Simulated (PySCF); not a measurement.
C$_{4}$H$_{11}$ClSi$_{2}$

The calculation's input:

```
{"job": {"xc": "PBE0", "basis": "pcSseg-1", "kind": "nmr", "pop": true}, "charge": 0, "multiplicity": 1}
Cl     2.829235    -1.077630     1.814757
Si     1.497185    -0.702103     0.327638
C      1.224170     1.174696     0.187565
C      0.115482     1.527645    -0.807605
Si    -1.552007     0.722334    -0.369255
C     -1.266119    -1.155047    -0.247661
C     -0.165084    -1.523730     0.750283
H      2.063200    -1.251878    -0.910306
H      2.152255     1.671824    -0.106612
H      0.961989     1.580155     1.168226
H      0.421048     1.209449    -1.806385
H      0.003507     2.612626    -0.855239
H     -2.034073     1.239548     0.919428
H     -2.535523     1.009587    -1.420000
H     -2.194244    -1.655204     0.035964
H     -0.998264    -1.546114    -1.231227
H     -0.052532    -2.610486     0.786719
H     -0.478984    -1.219355     1.752052
```

Command:

```sh
OMP_NUM_THREADS=1 python ens_run.py task.json out
```

Geometry: GFN2-xTB.

Level of theory: PBE0/pcSseg-1, SCF density, gas phase, non-relativistic (PySCF 2.14.0).

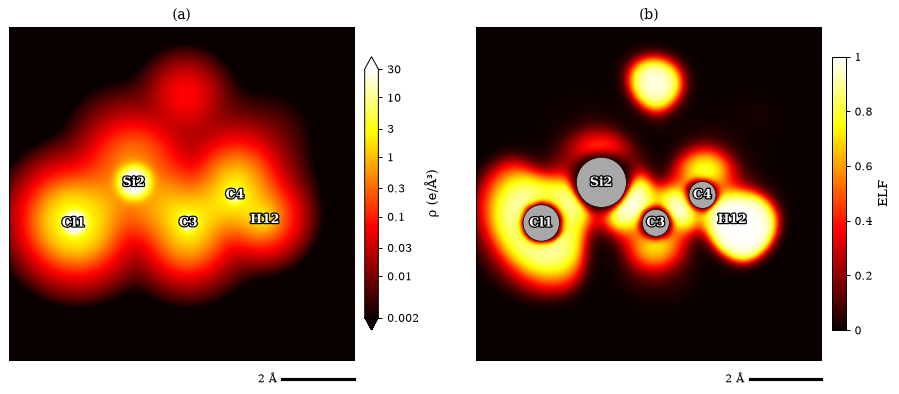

Figure 1. (a) total electron density; (b) ELF on the plane of atoms Cl1, Si2 and C3. Grey discs cover the atomic cores in the ELF map.

What do the fields say about this system?

- The plane passes through Cl, Si, C and H nuclei.
- C–C (1.53 Å): the density is about 1.6 e/Å³ at the midpoint; the ELF peaks at about 0.95 between the atoms, as expected for localised, covalent bonding.
- C–Si (1.90 Å): the density is about 0.94 e/Å³ at the midpoint; the ELF peaks at about 0.95 between the atoms (localised, covalent bonding).
- Si–Cl (2.03 Å): the density is about 0.94 e/Å³ at the midpoint; the ELF peaks at about 0.90 between the atoms: a shared but strongly polarised pair.
- C–H (1.09 Å): ρ is about 2 e/Å³ halfway; the ELF climbs to about 1 towards the hydrogen, as it does in any bond to H (an ordinary covalent bond to hydrogen).
- The ELF also peaks beside Cl1, away from the bonds: lone-pair regions.

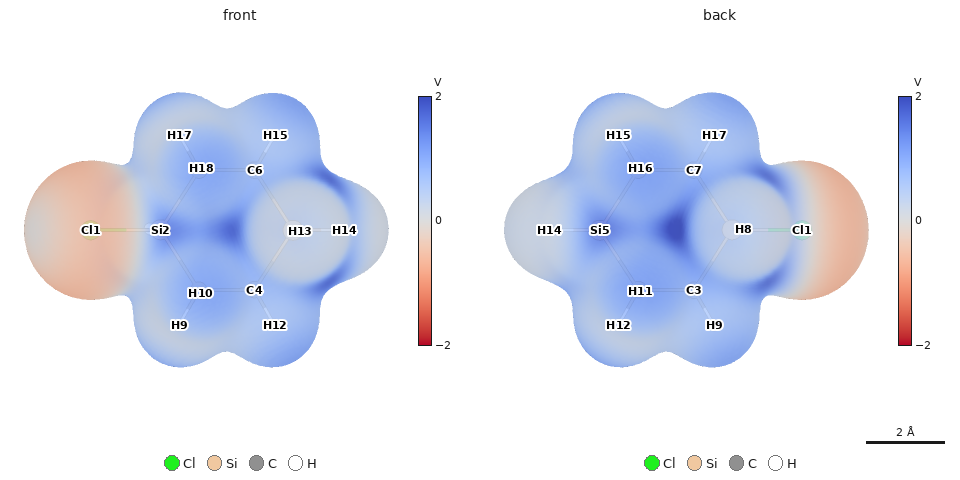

Figure 2. The molecular electrostatic potential painted on the density surface at 0.004 e/bohr³, seen from the front and from behind; the colour scale runs from red (negative) to blue (positive).

Describe the electrostatic potential map.

The most negative region (about −0.6 V) lies over Cl1, the most positive (about +1.9 V) over Si2.

What dipole moment does the calculation give?

Its dipole moment is 1.74 D.
